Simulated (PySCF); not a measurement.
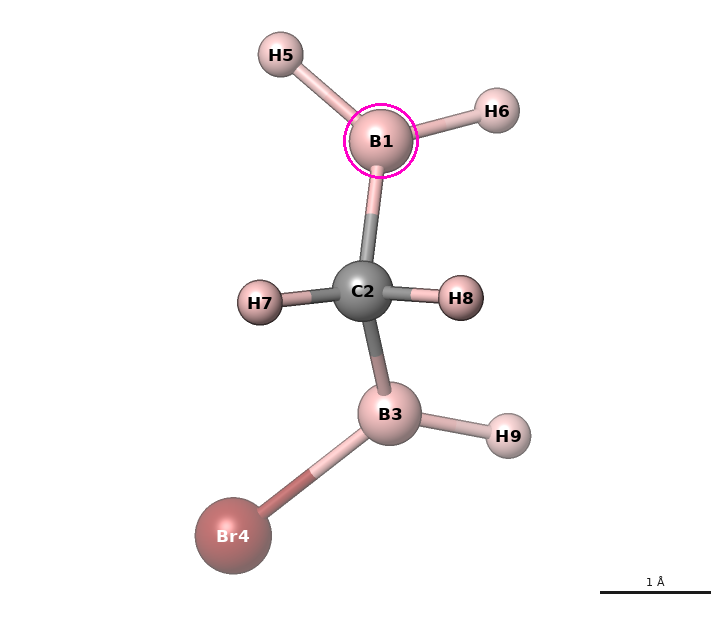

Orthographic view. Atoms fade into the background with distance from the viewer. The geometry was computed by an optimisation with PBE0-D3(BJ)/def2-SVP. No frequency run is at hand to confirm it as a minimum.

Question: Which atoms are bonded to the circled atom?

Answer: The circled atom is B1; it is bonded to C2, H5, H6.

Question: Of C2 and B3, which is nearer the viewer?

Answer: C2; the bond to B3 points away from the viewer, so it looks shorter than its 1.55 Å.

Question: What is the shortest path along bonds from the circled atom to Br4?

Answer: B1–C2–B3–Br4, 3 bonds; through space the two are 3.95 Å apart.
